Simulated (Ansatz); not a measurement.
**C2H8FNSn: rotation by 120° about the Sn2–N3 bond**

Aim: the minimum-energy path and barrier of the rotation by 120° about the Sn2–N3 bond. The ends are relaxed first, then joined by a nudged elastic band. SMILES of the start: [CH3][SnH2][NH]CF.

Program: Ansatz 0.2.0. Level of theory: RKS PBE0-D4/def2-SVP. These are calculated values, not measurements.

## 1. Starting point

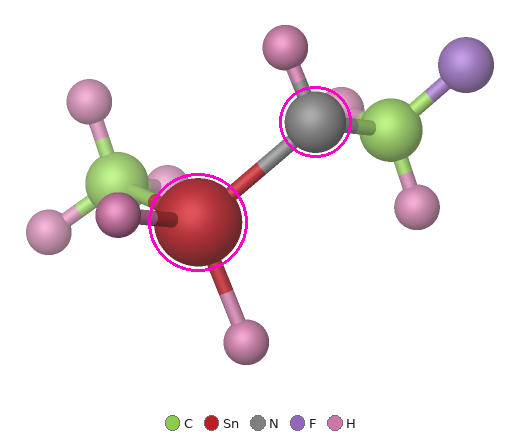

Start, viewed from a free direction; carbon green, tin red, nitrogen grey, fluorine purple, hydrogen pink. Ringed: Sn2, N3.

Structure file:

```xyz
13

C    -1.8529   -0.0303   -0.5458
Sn   -0.3060   -1.2198    0.1626
N     1.1105   -0.0241    1.0234
C     1.7562    0.8833    0.0195
F     2.6589    1.6659    0.5713
H    -2.6987   -0.6119   -0.9862
H    -2.2881    0.6124    0.2859
H    -1.4779    0.7152   -1.3485
H     0.4047   -2.0839   -1.1317
H    -0.9243   -2.3386    1.3755
H     0.6472    0.5585    1.7770
H     2.1606    0.2911   -0.7817
H     0.8303    1.5474   -0.4066
```

## 2. End point A

input.yaml reads:

```yaml
crystal:
  periodic: [false, false, false]
  atoms:
    - { symbol: C, position_ang: [-1.8529, -0.0303, -0.5458] }
    - { symbol: Sn, position_ang: [-0.306, -1.2198, 0.1626] }
    - { symbol: "N", position_ang: [1.1105, -0.0241, 1.0234] }
    - { symbol: C, position_ang: [1.7562, 0.8833, 0.0195] }
    - { symbol: F, position_ang: [2.6589, 1.6659, 0.5713] }
    - { symbol: H, position_ang: [-2.6987, -0.6119, -0.9862] }
    - { symbol: H, position_ang: [-2.2881, 0.6124, 0.2859] }
    - { symbol: H, position_ang: [-1.4779, 0.7152, -1.3485] }
    - { symbol: H, position_ang: [0.4047, -2.0839, -1.1317] }
    - { symbol: H, position_ang: [-0.9243, -2.3386, 1.3755] }
    - { symbol: H, position_ang: [0.6472, 0.5585, 1.777] }
    - { symbol: H, position_ang: [2.1606, 0.2911, -0.7817] }
    - { symbol: H, position_ang: [0.8303, 1.5474, -0.4066] }
basis:
  gaussian: { orbitals: def2-SVP }
hamiltonian:
  xc: pbe0
  dispersion: d4
relax:
  f_tol: 0.015
  max_steps: 40
output:
  orbitals: {}
```

On the command line:

```bash
$ ansatz run input.yaml --threads 2 --pin off --max-ram 3072MiB --backend cpu --events-out ev --progress --plain --runs-dir out
```

Output, cut to the lines that bear on the results:

```text
Warning: RAYON_NUM_THREADS=2 ignored (pool sized by the plan → 2); use --threads N
[...]
Functional definition: PBE0
[...]
1441 factors; integrals over basis functions are off by at most 3.3e-4 eV
[...]
mean field -12229.65398029 eV, -449.4314942185 hartree, gradient 4.9e-5 eV, S^2 0.000000; 0 other end points of the search recorded, 0 dependent functions left out
[...]
reference -12229.65401115 eV, -449.4314953525 hartree; 29, 29 occupied and 93, 93 virtual orbitals, 1441 factors
relax step   1: F+E_penalty+E_count = -12229.87347345 eV  Δ(F+E_penalty+E_count) = +0.000e0 eV  max|allowed force component| = 5.123e0 eV/Å  Δτ_max = 0.0000 Å  (27 SCF iters, accepted)
[...]
relax step  10: F+E_penalty+E_count = -12230.61869752 eV  Δ(F+E_penalty+E_count) = -7.343e-3 eV  max|allowed force component| = 7.192e-1 eV/Å  Δτ_max = 0.1951 Å  (29 SCF iters, accepted)
[...]
relax step  13: F+E_penalty+E_count = -12230.70312811 eV  Δ(F+E_penalty+E_count) = -1.177e-2 eV  max|allowed force component| = 4.493e-1 eV/Å  Δτ_max = 0.1444 Å  (28 SCF iters, accepted)
[...]
relax step  14: F+E_penalty+E_count = -12230.72241661 eV  Δ(F+E_penalty+E_count) = -1.929e-2 eV  max|allowed force component| = 1.122e-1 eV/Å  Δτ_max = 0.1444 Å  (30 SCF iters, accepted)
[...]
relax step  15: F+E_penalty+E_count = -12230.72931388 eV  Δ(F+E_penalty+E_count) = -6.897e-3 eV  max|allowed force component| = 1.702e-1 eV/Å  Δτ_max = 0.1059 Å  (27 SCF iters, accepted)
[...]
1441 factors; integrals over basis functions are off by at most 5.6e-4 eV
```

## 3. The log goes on: end point A relaxed

Output, continued, cut to the lines that bear on the results:

```text
mean field -12230.51364403 eV, -449.4630862781 hartree, gradient 8.8e-6 eV, S^2 0.000000; 0 other end points of the search recorded, 0 dependent functions left out
[...]
reference -12230.51367622 eV, -449.4630874611 hartree; 29, 29 occupied and 93, 93 virtual orbitals, 1441 factors
[...]
Atom 9 at    -0.239389    -2.016861     1.237722 Å, force    -0.000007    -0.000119    -0.000571 eV/Å
Atom 10 at     0.300366     1.331164     1.176122 Å, force     0.001633     0.000255     0.000149 eV/Å
Atom 11 at     2.376051     0.628809    -0.760974 Å, force    -0.001605     0.002198    -0.007744 eV/Å
Atom 12 at     2.423291     1.916191     0.495526 Å, force     0.002198     0.005833    -0.003425 eV/Å
Dipole moment:    -0.413611     0.125955    -0.100891 e Å
```

Run time: 2.1 min. Hardware: 2 threads of Arm Neoverse V1, shared host; peak memory 0.32 GiB.

Step by step:

| step | energy from step 1 (eV) | largest force component (eV/Å) |
| --- | --- | --- |
| 1 | 0.0000 | 5.1228 |
| 2 | -0.4599 | 1.7759 |
| 3 | -0.5845 | 0.5750 |
| 4 | -0.6159 | 0.2642 |
| 5 | -0.6318 | 0.1628 |
| 6 | -0.6543 | 0.4774 |
| 7 | -0.6699 | 0.5902 |
| 8 | -0.7078 | 0.2466 |
| 9 | -0.7379 | 0.1768 |
| 10 | -0.7452 | 0.7192 |
| 11 | -0.7947 | 0.1969 |
| 12 | -0.8179 | 0.4262 |
| 13 | -0.8297 | 0.4493 |
| 14 | -0.8489 | 0.1122 |
| 15 | -0.8558 | 0.1702 |
| 16x | -0.8533 | 0.3484 |
| 17 | -0.8567 | 0.2053 |
| 18 | -0.8665 | 0.0328 |
| 19 | -0.8694 | 0.2249 |
| 20 | -0.8739 | 0.1037 |
| 21 | -0.8766 | 0.0225 |
| 22 | -0.8775 | 0.0805 |
| 23 | -0.8781 | 0.0611 |
| 24 | -0.8782 | 0.0374 |
| 25x | -0.8780 | 0.0749 |
| 26 | -0.8786 | 0.0164 |
| 27 | -0.8787 | 0.0083 |

Step 1 is the start. 2 steps were tried and not accepted (marked x).

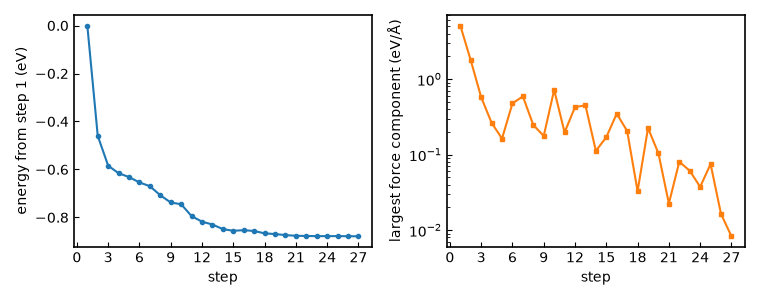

How energy and force went from step to step.

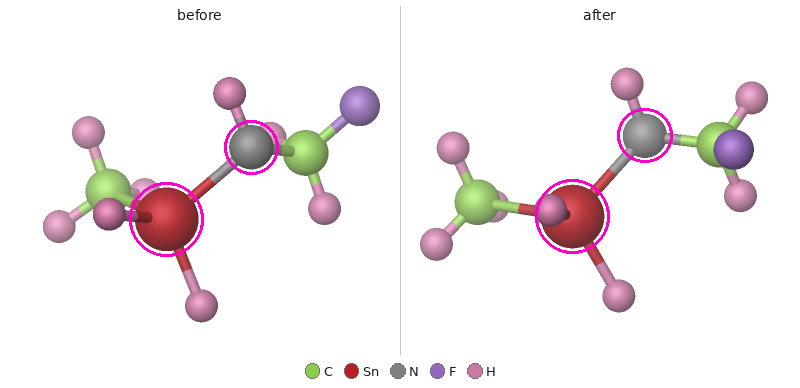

The structure before (left) and after (right), drawn at the same scale.

After: Bond lengths: C1–Sn2 2.143 Å, Sn2–N3 2.065 Å, N3–C4 1.402 Å, C4–F5 1.399 Å, C1–H6 1.099 Å, C1–H7 1.099 Å, C1–H8 1.099 Å, Sn2–H9 1.713 Å, Sn2–H10 1.718 Å, N3–H11 1.017 Å, C4–H12 1.104 Å, C4–H13 1.104 Å. Angles (14 of 21 angles, heavy atoms first): C1–Sn2–N3 105.6°, Sn2–N3–C4 118.5°, N3–C4–F5 113.8°, C1–Sn2–H9 113.0°, C1–Sn2–H10 111.0°, N3–Sn2–H9 103.5°, N3–Sn2–H10 112.1°, Sn2–C1–H6 110.4°, Sn2–C1–H7 110.1°, Sn2–C1–H8 109.5°, Sn2–N3–H11 113.9°, C4–N3–H11 112.0°, N3–C4–H12 110.5°, N3–C4–H13 111.0°.

## 4. End point B

The second end starts from a geometry with the move made by hand.

input.yaml reads:

```yaml
crystal:
  periodic: [false, false, false]
  atoms:
    - { symbol: C, position_ang: [-1.8529, -0.0303, -0.5458] }
    - { symbol: Sn, position_ang: [-0.306, -1.2198, 0.1626] }
    - { symbol: "N", position_ang: [1.1105, -0.0241, 1.0234] }
    - { symbol: C, position_ang: [2.20482, -0.82834, 1.65884] }
    - { symbol: F, position_ang: [3.12735, -0.06294, 2.2019] }
    - { symbol: H, position_ang: [-2.6987, -0.6119, -0.9862] }
    - { symbol: H, position_ang: [-2.2881, 0.6124, 0.2859] }
    - { symbol: H, position_ang: [-1.4779, 0.7152, -1.3485] }
    - { symbol: H, position_ang: [0.4047, -2.0839, -1.1317] }
    - { symbol: H, position_ang: [-0.9243, -2.3386, 1.3755] }
    - { symbol: H, position_ang: [1.52333, 0.60177, 0.27517] }
    - { symbol: H, position_ang: [1.77293, -1.51484, 2.36479] }
    - { symbol: H, position_ang: [2.67609, -1.4581, 0.73084] }
basis:
  gaussian: { orbitals: def2-SVP }
hamiltonian:
  xc: pbe0
  dispersion: d4
relax:
  f_tol: 0.015
  max_steps: 40
```

On the command line:

```bash
$ ansatz run input.yaml --threads 2 --pin off --max-ram 3072MiB --backend cpu --events-out ev --progress --plain --runs-dir out
```

Output, cut to the lines that bear on the results:

```text
Warning: RAYON_NUM_THREADS=2 ignored (pool sized by the plan → 2); use --threads N
[...]
Functional definition: PBE0
[...]
1442 factors; integrals over basis functions are off by at most 3.3e-4 eV
[...]
mean field -12229.68935303 eV, -449.4327941428 hartree, gradient 1.6e-5 eV, S^2 0.000000; 0 other end points of the search recorded, 0 dependent functions left out
[...]
reference -12229.68938397 eV, -449.4327952797 hartree; 29, 29 occupied and 93, 93 virtual orbitals, 1442 factors
[...]
relax step  16: F+E_penalty+E_count = -12230.72665449 eV  Δ(F+E_penalty+E_count) = -8.229e-3 eV  max|allowed force component| = 1.535e-1 eV/Å  Δτ_max = 0.1518 Å  (28 SCF iters, accepted)
[...]
1442 factors; integrals over basis functions are off by at most 6.0e-4 eV
[...]
mean field -12230.52133947 eV, -449.4633690804 hartree, gradient 7.3e-6 eV, S^2 0.000000; 0 other end points of the search recorded, 0 dependent functions left out
[...]
reference -12230.52137166 eV, -449.4633702632 hartree; 29, 29 occupied and 93, 93 virtual orbitals, 1442 factors
```

## 5. The output, continued: end point B relaxed

Output, continued:

```text
relax step  17: F+E_penalty+E_count = -12230.73733247 eV  Δ(F+E_penalty+E_count) = -1.068e-2 eV  max|allowed force component| = 4.975e-2 eV/Å  Δτ_max = 0.1312 Å  (28 SCF iters, accepted)
these checks for a lower state are left out or cut short: starts, cluster_reference, orbital_swaps, neighbouring_geometries, increment
1442 factors; integrals over basis functions are off by at most 6.1e-4 eV
mean field -12230.52769714 eV, -449.4636027203 hartree, gradient 6.4e-6 eV, S^2 0.000000; 0 other end points of the search recorded, 0 dependent functions left out
the calculation of the forces begins
reference -12230.52772941 eV, -449.4636039065 hartree; 29, 29 occupied and 93, 93 virtual orbitals, 1442 factors
relax step  18: F+E_penalty+E_count = -12230.74447596 eV  Δ(F+E_penalty+E_count) = -7.143e-3 eV  max|allowed force component| = 2.828e-1 eV/Å  Δτ_max = 0.1951 Å  (29 SCF iters, accepted)
these checks for a lower state are left out or cut short: starts, cluster_reference, orbital_swaps, neighbouring_geometries, increment
1442 factors; integrals over basis functions are off by at most 6.1e-4 eV
mean field -12230.53577698 eV, -449.4638996493 hartree, gradient 2.4e-5 eV, S^2 0.000000; 0 other end points of the search recorded, 0 dependent functions left out
the calculation of the forces begins
reference -12230.53580919 eV, -449.4639008328 hartree; 29, 29 occupied and 93, 93 virtual orbitals, 1442 factors
relax step  19: F+E_penalty+E_count = -12230.75325041 eV  Δ(F+E_penalty+E_count) = -8.774e-3 eV  max|allowed force component| = 1.817e-1 eV/Å  Δτ_max = 0.0735 Å  (29 SCF iters, accepted)
these checks for a lower state are left out or cut short: starts, cluster_reference, orbital_swaps, neighbouring_geometries, increment
1442 factors; integrals over basis functions are off by at most 6.0e-4 eV
mean field -12230.53737524 eV, -449.4639583841 hartree, gradient 2.7e-5 eV, S^2 0.000000; 0 other end points of the search recorded, 0 dependent functions left out
the calculation of the forces begins
reference -12230.53740755 eV, -449.4639595713 hartree; 29, 29 occupied and 93, 93 virtual orbitals, 1442 factors
relax step  20: F+E_penalty+E_count = -12230.75641231 eV  Δ(F+E_penalty+E_count) = -3.162e-3 eV  max|allowed force component| = 2.687e-1 eV/Å  Δτ_max = 0.1945 Å  (27 SCF iters, accepted)
these checks for a lower state are left out or cut short: starts, cluster_reference, orbital_swaps, neighbouring_geometries, increment
1442 factors; integrals over basis functions are off by at most 6.1e-4 eV
mean field -12230.54848240 eV, -449.4643665647 hartree, gradient 2.3e-5 eV, S^2 0.000000; 0 other end points of the search recorded, 0 dependent functions left out
the calculation of the forces begins
reference -12230.54851474 eV, -449.4643677533 hartree; 29, 29 occupied and 93, 93 virtual orbitals, 1442 factors
relax step  21: F+E_penalty+E_count = -12230.76772561 eV  Δ(F+E_penalty+E_count) = -1.131e-2 eV  max|allowed force component| = 1.488e-1 eV/Å  Δτ_max = 0.0623 Å  (29 SCF iters, accepted)
these checks for a lower state are left out or cut short: starts, cluster_reference, orbital_swaps, neighbouring_geometries, increment
1443 factors; integrals over basis functions are off by at most 6.1e-4 eV
mean field evaluation 160: about -12230.5517 eV, gradient 5.5e-5 eV
mean field -12230.55168856 eV, -449.4644843890 hartree, gradient 2.3e-5 eV, S^2 0.000000; 0 other end points of the search recorded, 0 dependent functions left out
the calculation of the forces begins
reference -12230.55172083 eV, -449.4644855748 hartree; 29, 29 occupied and 93, 93 virtual orbitals, 1443 factors
relax step  22: F+E_penalty+E_count = -12230.77130825 eV  Δ(F+E_penalty+E_count) = -3.583e-3 eV  max|allowed force component| = 5.957e-2 eV/Å  Δτ_max = 0.0395 Å  (30 SCF iters, accepted)
these checks for a lower state are left out or cut short: starts, cluster_reference, orbital_swaps, neighbouring_geometries, increment
1443 factors; integrals over basis functions are off by at most 6.2e-4 eV
mean field -12230.55427881 eV, -449.4645795788 hartree, gradient 2.3e-5 eV, S^2 0.000000; 0 other end points of the search recorded, 0 dependent functions left out
the calculation of the forces begins
reference -12230.55431095 eV, -449.4645807601 hartree; 29, 29 occupied and 93, 93 virtual orbitals, 1443 factors
relax step  23: F+E_penalty+E_count = -12230.77374688 eV  Δ(F+E_penalty+E_count) = -2.439e-3 eV  max|allowed force component| = 8.464e-2 eV/Å  Δτ_max = 0.0630 Å  (27 SCF iters, accepted)
these checks for a lower state are left out or cut short: starts, cluster_reference, orbital_swaps, neighbouring_geometries, increment
1443 factors; integrals over basis functions are off by at most 6.1e-4 eV
mean field -12230.55566934 eV, -449.4646306798 hartree, gradient 2.4e-5 eV, S^2 0.000000; 0 other end points of the search recorded, 0 dependent functions left out
the calculation of the forces begins
reference -12230.55570134 eV, -449.4646318560 hartree; 29, 29 occupied and 93, 93 virtual orbitals, 1443 factors
relax step  24: F+E_penalty+E_count = -12230.77549534 eV  Δ(F+E_penalty+E_count) = -1.748e-3 eV  max|allowed force component| = 8.789e-2 eV/Å  Δτ_max = 0.0822 Å  (29 SCF iters, accepted)
these checks for a lower state are left out or cut short: starts, cluster_reference, orbital_swaps, neighbouring_geometries, increment
1443 factors; integrals over basis functions are off by at most 6.1e-4 eV
mean field -12230.55625921 eV, -449.4646523573 hartree, gradient 2.3e-5 eV, S^2 0.000000; 0 other end points of the search recorded, 0 dependent functions left out
the calculation of the forces begins
reference -12230.55629116 eV, -449.4646535313 hartree; 29, 29 occupied and 93, 93 virtual orbitals, 1443 factors
relax step  25: F+E_penalty+E_count = -12230.77635742 eV  Δ(F+E_penalty+E_count) = -8.621e-4 eV  max|allowed force component| = 5.577e-2 eV/Å  Δτ_max = 0.0245 Å  (29 SCF iters, accepted)
these checks for a lower state are left out or cut short: starts, cluster_reference, orbital_swaps, neighbouring_geometries, increment
1443 factors; integrals over basis functions are off by at most 6.1e-4 eV
mean field -12230.55655919 eV, -449.4646633812 hartree, gradient 2.3e-5 eV, S^2 0.000000; 0 other end points of the search recorded, 0 dependent functions left out
the calculation of the forces begins
reference -12230.55659107 eV, -449.4646645527 hartree; 29, 29 occupied and 93, 93 virtual orbitals, 1443 factors
relax step  26: F+E_penalty+E_count = -12230.77674165 eV  Δ(F+E_penalty+E_count) = -3.842e-4 eV  max|allowed force component| = 2.136e-2 eV/Å  Δτ_max = 0.0299 Å  (29 SCF iters, accepted)
these checks for a lower state are left out or cut short: starts, cluster_reference, orbital_swaps, neighbouring_geometries, increment
1443 factors; integrals over basis functions are off by at most 6.1e-4 eV
mean field evaluation 192: about -12230.5045 eV, gradient 1.2e0 eV
mean field -12230.55657277 eV, -449.4646638805 hartree, gradient 2.3e-5 eV, S^2 0.000000; 0 other end points of the search recorded, 0 dependent functions left out
the calculation of the forces begins
reference -12230.55660460 eV, -449.4646650502 hartree; 29, 29 occupied and 93, 93 virtual orbitals, 1443 factors
relax step  27: F+E_penalty+E_count = -12230.77684532 eV  Δ(F+E_penalty+E_count) = -1.037e-4 eV  max|allowed force component| = 2.291e-2 eV/Å  Δτ_max = 0.0254 Å  (29 SCF iters, accepted)
these checks for a lower state are left out or cut short: starts, cluster_reference, orbital_swaps, neighbouring_geometries, increment
1443 factors; integrals over basis functions are off by at most 6.0e-4 eV
mean field -12230.55657556 eV, -449.4646639829 hartree, gradient 1.9e-5 eV, S^2 0.000000; 0 other end points of the search recorded, 0 dependent functions left out
the calculation of the forces begins
reference -12230.55660737 eV, -449.4646651519 hartree; 29, 29 occupied and 93, 93 virtual orbitals, 1443 factors
relax step  28: F+E_penalty+E_count = -12230.77687675 eV  Δ(F+E_penalty+E_count) = -3.143e-5 eV  max|allowed force component| = 1.258e-2 eV/Å  Δτ_max = 0.0087 Å  (23 SCF iters, accepted)
1443 factors; integrals over basis functions are off by at most 6.0e-4 eV
mean field -12230.55657556 eV, -449.4646639829 hartree, gradient 1.9e-5 eV, S^2 0.000000; 1 other end points of the search recorded, 0 dependent functions left out
the calculation of the forces begins
reference -12230.55660737 eV, -449.4646651519 hartree; 29, 29 occupied and 93, 93 virtual orbitals, 1443 factors
Total energy: -12230.77690856 eV, -449.4727610713 hartree
Atom 0 at    -1.614746     0.129948    -0.119049 Å, force    -0.008362     0.001958    -0.003867 eV/Å
Atom 1 at    -0.307595    -1.572146    -0.136012 Å, force     0.000895     0.002760     0.012577 eV/Å
Atom 2 at     1.643661    -1.009959     0.252198 Å, force    -0.003096    -0.005220    -0.002544 eV/Å
Atom 3 at     1.951994    -0.564667     1.543256 Å, force    -0.001907     0.001514    -0.004248 eV/Å
Atom 4 at     1.210712     0.558323     1.947340 Å, force     0.003856    -0.001119    -0.002343 eV/Å
Atom 5 at    -2.664821    -0.184791    -0.037251 Å, force     0.002753     0.001847    -0.000384 eV/Å
Atom 6 at    -1.343988     0.750738     0.746115 Å, force     0.002699    -0.004797    -0.002014 eV/Å
Atom 7 at    -1.486488     0.717515    -1.038940 Å, force    -0.000844     0.000031     0.002226 eV/Å
Atom 8 at    -0.259429    -2.348342    -1.664906 Å, force     0.005169     0.001223    -0.000093 eV/Å
Atom 9 at    -0.662176    -2.671548     1.130734 Å, force    -0.001359    -0.000525    -0.000801 eV/Å
Atom 10 at     2.057673    -0.422696    -0.467478 Å, force     0.001830     0.003391     0.001857 eV/Å
Atom 11 at     1.732347    -1.349860     2.287682 Å, force    -0.000100    -0.001366    -0.002320 eV/Å
Atom 12 at     3.014676    -0.275963     1.623051 Å, force    -0.001533     0.000303     0.001953 eV/Å
Dipole moment:    -0.056135    -0.047571    -0.234991 e Å
```

Wall time 2.1 min (2 threads of Arm Neoverse V1, shared host); peak memory 0.31 GiB.

The steps of the relaxation:

| step | energy from step 1 (eV) | largest force component (eV/Å) |
| --- | --- | --- |
| 1 | 0.0000 | 5.0775 |
| 2 | -0.4355 | 1.4902 |
| 3 | -0.5650 | 0.7914 |
| 4 | -0.6029 | 0.5156 |
| 5x | -0.5758 | 1.2316 |
| 6 | -0.6367 | 0.1202 |
| 7 | -0.6519 | 0.0934 |
| 8 | -0.6700 | 0.2506 |
| 9 | -0.6773 | 0.6374 |
| 10 | -0.7145 | 0.2904 |
| 11 | -0.7469 | 0.1783 |
| 12 | -0.7729 | 0.4337 |
| 13 | -0.7854 | 0.6129 |
| 14 | -0.8096 | 0.2400 |
| 15 | -0.8172 | 0.1477 |
| 16 | -0.8254 | 0.1535 |
| 17 | -0.8361 | 0.0498 |
| 18 | -0.8432 | 0.2828 |
| 19 | -0.8520 | 0.1817 |
| 20 | -0.8552 | 0.2687 |
| 21 | -0.8665 | 0.1488 |
| 22 | -0.8700 | 0.0596 |
| 23 | -0.8725 | 0.0846 |
| 24 | -0.8742 | 0.0879 |
| 25 | -0.8751 | 0.0558 |
| 26 | -0.8755 | 0.0214 |
| 27 | -0.8756 | 0.0229 |
| 28 | -0.8756 | 0.0126 |

Step 1 is the start. 1 step was tried and not accepted (marked x).

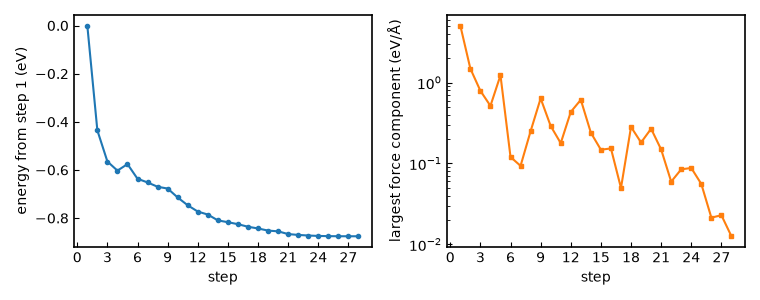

How energy and force went from step to step.

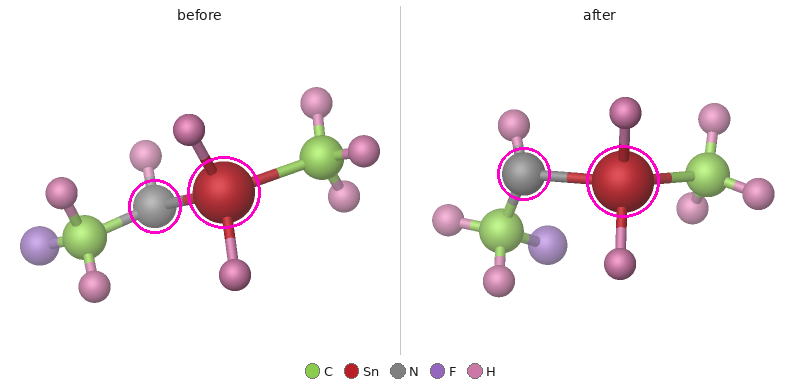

The structure before (left) and after (right), drawn at the same scale.

After: Bond lengths: C1–Sn2 2.146 Å, Sn2–N3 2.067 Å, N3–C4 1.400 Å, C4–F5 1.405 Å, C1–H6 1.099 Å, C1–H7 1.099 Å, C1–H8 1.099 Å, Sn2–H9 1.715 Å, Sn2–H10 1.714 Å, N3–H11 1.017 Å, C4–H12 1.104 Å, C4–H13 1.104 Å. Angles (14 of 21 angles, heavy atoms first): C1–Sn2–N3 111.0°, Sn2–N3–C4 117.9°, N3–C4–F5 113.8°, C1–Sn2–H9 112.5°, C1–Sn2–H10 112.1°, N3–Sn2–H9 105.3°, N3–Sn2–H10 103.3°, Sn2–C1–H6 110.8°, Sn2–C1–H7 107.7°, Sn2–C1–H8 110.3°, Sn2–N3–H11 114.1°, C4–N3–H11 112.3°, N3–C4–H12 110.6°, N3–C4–H13 111.2°.

(Part 1 of 2 ends here.)
